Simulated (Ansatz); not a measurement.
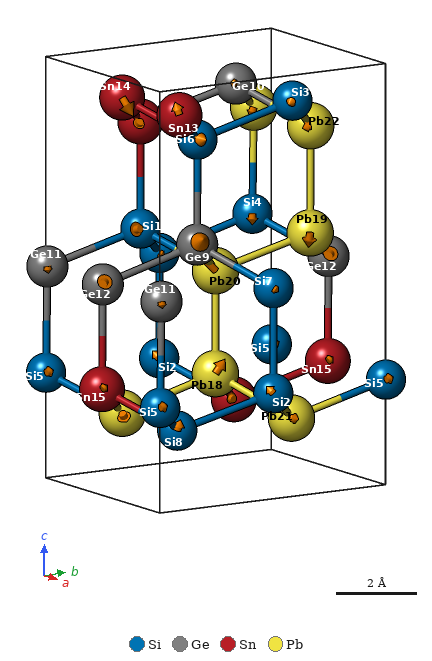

This is a relaxation of crystalline Si8Sn5Ge4Pb7 (a generated structure, set up in P1) (coarse preliminary run). The starting structure is drawn; orange arrows show the displacements (the part carried along by the change of the cell is left out), at their true length.

The picture is a ball-and-stick view of the cell of the calculation (origin shifted), seen slightly off an axis.

Case: elements placed on the diamond lattice at random.

The calculation used Ansatz, DFT PBE, scalar-relativistic, plane waves, PAW. (plane-wave cutoff 420 eV; k-point mesh 2 × 2 × 2; occupations gaussian; smearing width 0.1 eV; mesh shifted by (0.5, 0.5, 0.5); no spin polarisation; cell and atoms relaxed; force threshold 0.04 eV/Å; at most 50 steps)

What happened in the run?

Answer. A Pb atom moves most relative to the cell: 0.90 Å along [−1 −3 2]. Largest moves by element: Pb 0.90 Å, Ge 0.78 Å, Sn 0.58 Å, Si 0.44 Å. The drawn cell changes at constant volume: a 8.732 → 8.666 Å (−0.8 %), b 8.732 → 8.538 Å (−2.2 %), c 10.695 → 10.696 Å (0.0 %), α 90.0° → 92.8°, β 90.0° → 88.6°, γ 120.0° → 116.7°. Among the contacts that change: Pb–Pb 2.685 → 3.184 Å, Pb–Pb 2.615 → 3.011 Å, Pb–Pb 2.724 → 3.076 Å, Pb–Pb 2.669 → 3.001 Å. Bond angles that change, for instance: Pb–Pb–Pb 108.8° → 67.9°, Ge–Ge–Pb 108.3° → 71.1°, Si–Pb–Ge 109.0° → 145.4°. The space group stays P1 (No. 1). The energy falls by 4.391 eV per cell of the calculation in 12 accepted moves (13 points after the start). The largest force component goes from 2.7 to 0.023 eV/Å. Pressure: 3.11 GPa at the start and 0.00 GPa at the end. At 1 point the geometry stayed and the basis and grid were re-selected for the new cell (energy shift of 1.1 meV per cell of the calculation at most each time). Cost: 5 min on 4 threads of Arm Neoverse V2, with other jobs on the host, peak memory 2.3 GiB.
